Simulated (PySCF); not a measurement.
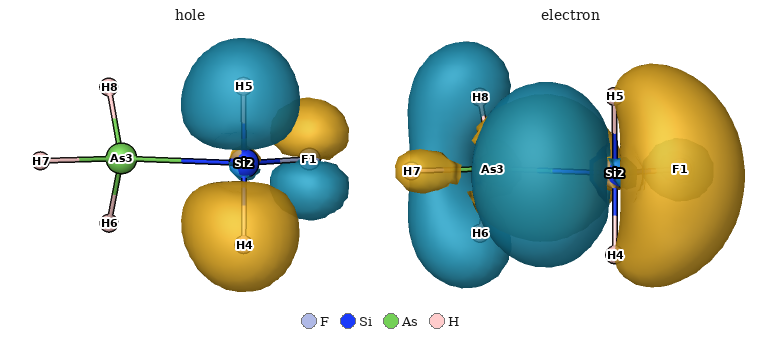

Figure 1: AsFH$_{5}$Si, charge +1, SMILES `F[SiH2][AsH3+]`. Leading natural transition orbital pair of S₂ (full linear response singlet states); the surfaces enclose about 78 % of each orbital's density.

Computed with PySCF, B3LYP/aug-cc-pVDZ, geometry: GFN2-xTB. No frequency check shows the geometry to be a minimum. GFN2-xTB bond lengths at metals and heavier atoms can be off by up to 0.1 Å and shapes distorted, which carries into these values.

**Give its energy and the atoms that hole and electron lie on.**

7.50 eV (165 nm), f = 0.008; the leading pair carries 100 %; hole on Si2 (30 %), F1 (26 %) and H4 and H5 (20 % each), electron on Si2 (48 %), As3 (24 %) and H4, H5, H6 and H8 (6 % each); their centroids lie 1.0 Å apart; S₁ lies within 0.1 eV of it. In canonical orbitals it is mainly HOMO−1 → LUMO (98 %). The HOMO–LUMO gap is 8.27 eV.
